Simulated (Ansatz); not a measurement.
Consider CdSe in the wurtzite structure (space group P6_3mc, No. 186; a = 4.248 Å, c = 6.941 Å). Axes: x lies along a and z along c of the hexagonal cell.

The change: the cell is stretched by 3.00 % along z with no lateral relaxation, atoms relaxed at fixed cell.

Method: LDA in Ansatz (plane waves to 420 eV, PAW, no spin-orbit coupling).

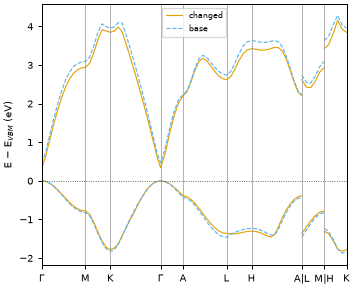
*Highest valence and lowest conduction band along the path, each from its own valence-band maximum*

The gap is 0.34 eV, direct at Γ; the base has 0.46 eV.

The cells carry an imposed strain or load. Gaps are read on the SCF mesh and a high-symmetry path. No phonon test of stability was made.

Ansatz is an electronic-structure program.
